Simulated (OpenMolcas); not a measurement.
GeH2ClF (SMILES [F][GeH2][Cl]): methods side by side

The species is GeH2ClF (5 atoms), meant as a singlet with charge 0. SMILES: `[F][GeH2][Cl]`. Geometry: relaxed at PBE0-D4/def2-TZVP.

```
atom    x (Å)    y (Å)    z (Å)
   F  -0.2420  -0.5080   1.5886
  Ge   0.1399  -0.0892  -0.0455
  Cl  -1.3903   1.2449  -0.6989
   H   0.0676  -1.3755  -0.8674
   H   1.4747   0.6542  -0.0183
```

Quantity: the vertical energy of the triplet above the singlet, in eV. The values are calculated.

```json
{"level": "SVWN5/aug-cc-pVDZ", "kind": "LDA", "program": "OpenMolcas", "value (eV)": "6.17", "CPU time (all runs)": "98 s"}
{"level": "revPBE/aug-cc-pVDZ", "kind": "GGA", "program": "OpenMolcas", "value (eV)": "6.26", "CPU time (all runs)": "2.8 min"}
{"level": "TPSS/aug-cc-pVDZ", "kind": "meta-GGA", "program": "OpenMolcas", "value (eV)": "6.43", "CPU time (all runs)": "3.3 min"}
{"level": "r2SCAN/aug-cc-pVDZ", "kind": "meta-GGA", "program": "OpenMolcas", "value (eV)": "6.56", "CPU time (all runs)": "3.6 min"}
{"level": "B3LYP/aug-cc-pVDZ", "kind": "global hybrid", "program": "OpenMolcas", "value (eV)": "6.62", "CPU time (all runs)": "2.4 min"}
{"level": "BHLYP/aug-cc-pVDZ", "kind": "global hybrid", "program": "OpenMolcas", "value (eV)": "7.08", "CPU time (all runs)": "2 min"}
{"level": "M06-2X/aug-cc-pVDZ", "kind": "hybrid meta-GGA", "program": "OpenMolcas", "value (eV)": "7.24", "CPU time (all runs)": "2.9 min"}
{"level": "PBE0/aug-cc-pVDZ", "kind": "global hybrid", "program": "OpenMolcas", "value (eV)": "6.75", "CPU time (all runs)": "2.4 min"}
```

All-electron rows without a relativistic Hamiltonian named are non-relativistic. The values span 6.17 to 7.24 eV. CPU times are rough (shared hosts, several kinds of processor): they show what a rung costs within a factor of a few.

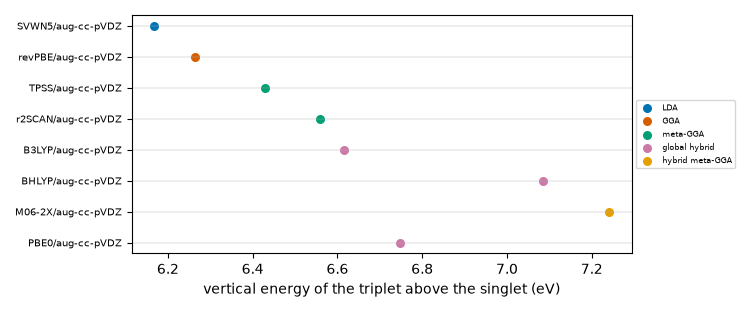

The values of the table, level by level.
